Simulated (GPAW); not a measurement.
Band structure of NbC (Fm-3m, 2 atoms in the cell).

```xyz
2
Lattice="0.0000 2.2263 2.2263 2.2263 0.0000 2.2263 2.2263 2.2263 0.0000" Properties=species:S:1:pos:R:3 pbc="T T T"
Nb     0.0000     0.0000     0.0000
C      2.2263     2.2263     2.2263
```

Level of theory: PBE, GPAW PAW datasets PBE (gpaw-data 1.0.1) (plane waves; GPAW).

Settings: mode = pw; ecut = 950 eV; xc = PBE; kpts = 10 10 10; mesh shift (steps) = 0 0 0; occupations.name = methfessel-paxton; occupations.width = 0.1 eV; occupations.order = 0; nbands = -8; convergence.density = 1e-05 e/electron; symmetry.symmorphic = false; symmetry.tolerance = 0.0005; maxiter = 120; bandpath_npoints = 40.

The starting cell comes from a database of computed structures (which also holds hypothetical and non-ambient phases and stackings), without a prior relaxation at this level. Its lattice was rescaled by a random factor within 2.5 % of one. Spin polarisation is off.

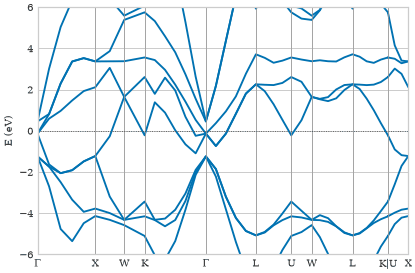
Figure: Bands along the path, energies from the Fermi level.

Levels in eV from the Fermi level, bands 5 to 12:
| point | 5 | 6 | 7 | 8 | 9 | 10 | 11 | 12 |
|---|---|---|---|---|---|---|---|---|
| Γ | -13.40 | -1.24 | -1.24 | -1.24 | -0.14 | -0.14 | -0.14 | 0.46 |
| X | -12.05 | -4.14 | -3.77 | -1.23 | -1.23 | 2.11 | 3.37 | 3.37 |
| W | -11.23 | -4.58 | -4.32 | -4.32 | 1.65 | 1.65 | 3.38 | 5.38 |
| K | -11.32 | -5.10 | -4.15 | -3.43 | -0.22 | 2.61 | 3.56 | 5.75 |
| L | -9.70 | -7.51 | -5.07 | -5.07 | 2.26 | 2.26 | 3.71 | 5.93 |
| U | -11.32 | -5.10 | -4.15 | -3.43 | -0.22 | 2.61 | 3.56 | 5.75 |

Bands cross the Fermi level along this path, so the cell is metallic at this level.
